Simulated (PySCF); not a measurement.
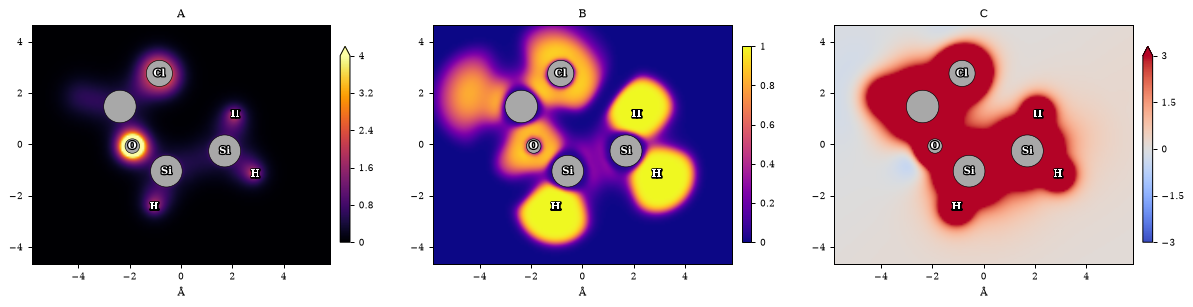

Cl₃H₃O₃Si₃: 3 fields on the plane of atoms Si4, Si2 and H11, with unlabelled colour scales. Grey discs cover the atomic cores.

Geometry: PBE0-D3(BJ)/def2-SVP.

Method: PBE0/pcSseg-1, SCF density, gas phase, non-relativistic in PySCF 2.14.0.

Q: Match the panels to the quantities (electron density, electron localisation function and electrostatic potential).

A: Panel A: electron density. Panel B: electron localisation function. Panel C: electrostatic potential (strongly positive close to the atoms and fading to about zero outside). From the grid: Si–O (1.65 Å): ρ at the midpoint is about 1.1 e/Å³; the ELF peaks at about 0.85 between the atoms, as expected for a polar covalent bond. Si–Si (2.40 Å): ρ at the midpoint is about 0.48 e/Å³; the ELF is about 0.25 at the midpoint.
